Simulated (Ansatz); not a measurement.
# C2H5ClOSi: ladder of methods at one geometry, by script

Aim: a ladder of methods at one geometry, for C2H5ClOSi, run from a script. SMILES: C=CO[SiH2]Cl.

All numbers are computed with Ansatz 0.2.0 through its Python package. The levels of theory stand in the script.

## 1. The system

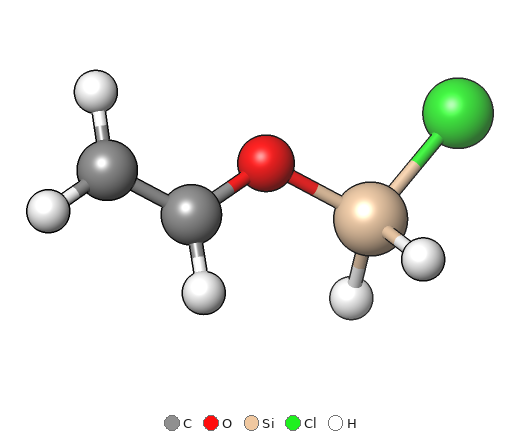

The starting structure, viewed from a chosen angle; carbon grey, oxygen red, silicon light orange, chlorine green, hydrogen white.

The script holds or builds the structure itself.

## 2. Script

The input, methods_c2h5closi.py:

```python
"""C2H5ClOSi at several levels of theory."""

from pathlib import Path

import ansatz as az
import numpy as np

mol = (
    az.Crystal.molecule()
    .atom("C", [-2.0479, 0.3871, 0.4781])
    .atom("C", [-0.9077, 0.049, -0.1275])
    .atom("O", [0.2968, 0.1552, 0.5156])
    .atom("Si", [1.7145, -0.2668, -0.2418])
    .atom("Cl", [3.2214, 0.0603, 1.1008])
    .atom("H", [-2.0489, 0.7559, 1.4989])
    .atom("H", [-3.0004, 0.3021, -0.0333])
    .atom("H", [-0.8914, -0.3205, -1.1459])
    .atom("H", [1.7119, -1.7061, -0.6089])
    .atom("H", [1.9517, 0.584, -1.436])
)

calc = mol.calculation().basis(gaussian="cc-pVDZ")

print("functional    E (Ha)        dipole (D)   HOMO (eV)  LUMO (eV)")
for name in ["blyp", "cam_b3lyp", "pbe0", "lc_wpbe", "b3lyp", "revpbe"]:
    data = calc.functional(name).forces().orbitals().run(runs_dir="runs").report
    lines = Path(data["orbitals_path"]).read_text().splitlines()
    field_of = lambda key: [line.split("=")[1].strip() for line in lines if line.startswith(key)]
    orbitals = [(27.211386 * float(e), s, float(n)) for e, s, n in zip(field_of("Ene="), field_of("Spin="), field_of("Occup="))]
    homo = max(e for e, _, n in orbitals if n > 0.5)
    lumo = min(e for e, _, n in orbitals if n < 0.5)
    dipole = 4.803205 * np.linalg.norm(data["charge_distribution"]["dipole_moment_e_ang"])
    print(f"{name:10s} {data['free_energy_ev'] / 27.211386246:14.6f} {dipole:9.3f} {homo:11.3f} {lumo:10.3f}")
```

## 3. The run

Launch:

```console
python methods_c2h5closi.py
```

Standard output:

```text
functional    E (Ha)        dipole (D)   HOMO (eV)  LUMO (eV)
blyp          -904.119315     1.734      -5.570     -0.342
cam_b3lyp     -904.134155     2.031      -8.309      1.517
pbe0          -903.739656     1.987      -7.000      0.394
lc_wpbe       -903.868821     2.128      -9.734      2.701
b3lyp         -904.224003     1.928      -6.730      0.229
revpbe        -903.992746     1.753      -5.710     -0.430
```

Wall time 22 s (1 thread of Arm Neoverse V2, shared host); peak memory 0.32 GiB.

## 4. The engine's runs

From the records of these 6 runs:

```
run  functional  energy (eV)  SCF cycles  CPU time (s)
  1        blyp  -24602.3399          19             3
  2   cam_b3lyp  -24602.7437          17           4.4
  3        pbe0  -24592.0088          17           4.1
  4     lc_wpbe  -24595.5236          17           3.6
  5       b3lyp  -24605.1886          16           3.9
  6      revpbe  -24598.8958          19             3
```

Totals hang on method, basis and potentials, so only like runs compare.

The fields below are those of run 1.

## 5. Pictures from the orbitals

Orbitals, density, ELF and potential are computed afterwards from the orbital file.

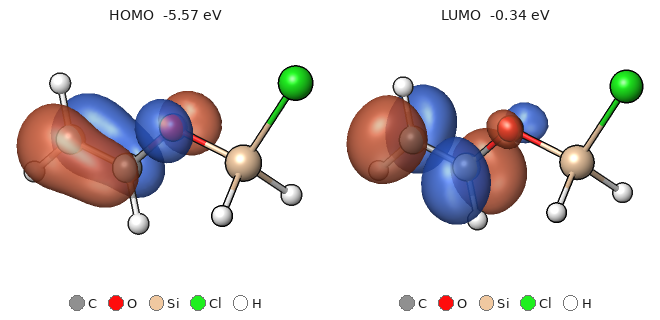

Frontier orbitals at BLYP/cc-pVDZ; each surface holds 70 % of the orbital's density, blue and red mark the sign.

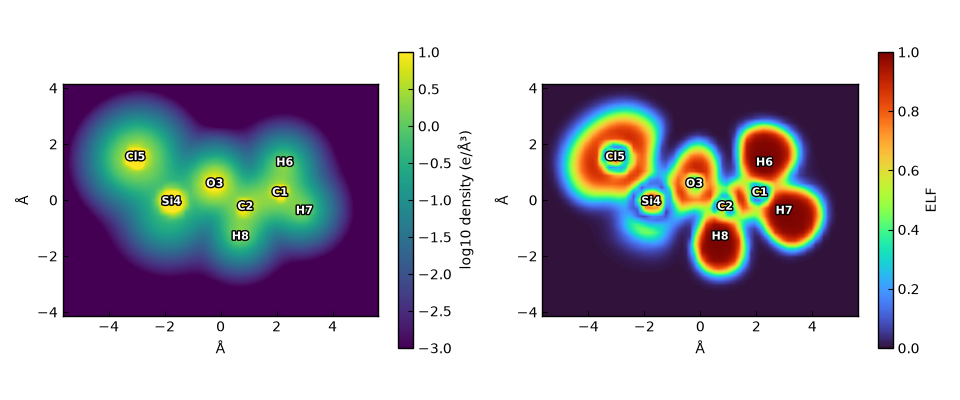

Density (left) and ELF (right) in a plane through or near 8 of the atoms.

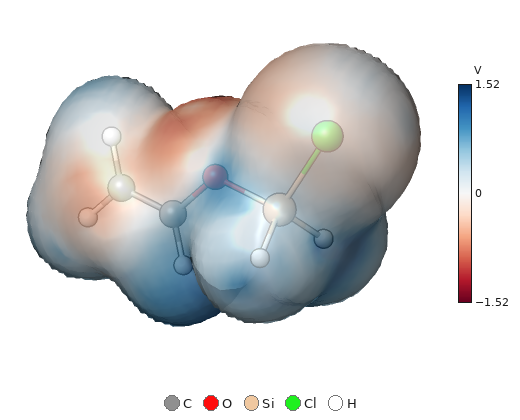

Electrostatic potential on the surface of density 0.002 e/bohr³; red is low, blue high. It runs from -0.79 V near O3 to 1.52 V near H8.

## 6. Results

```
                                      quantity    value
                                 runs compared        6
HOMO-LUMO gap of the mean field (BLYP/cc-pVDZ)  5.23 eV
```

**Reading.** All 6 runs converged, in 16 to 19 cycles. Caveats:
- The geometry is a force-field or estimated start, not a minimum of this method, and the basis set is short of its limit. A lower total doesn't mark the better method: functionals have no common bound, and MP2 and coupled cluster aren't variational.
- b3lyp holds the VWN-RPA fit, as in Gaussian; the form of ORCA and Turbomole is b3lyp5.
- Levels such as HOMO and LUMO are orbital energies: with these approximate functionals they aren't the ionisation energy and electron affinity, and their gap isn't the fundamental gap.
- For Al to Cl the sets with a tight d function, cc-pV(X+d)Z, are usual.
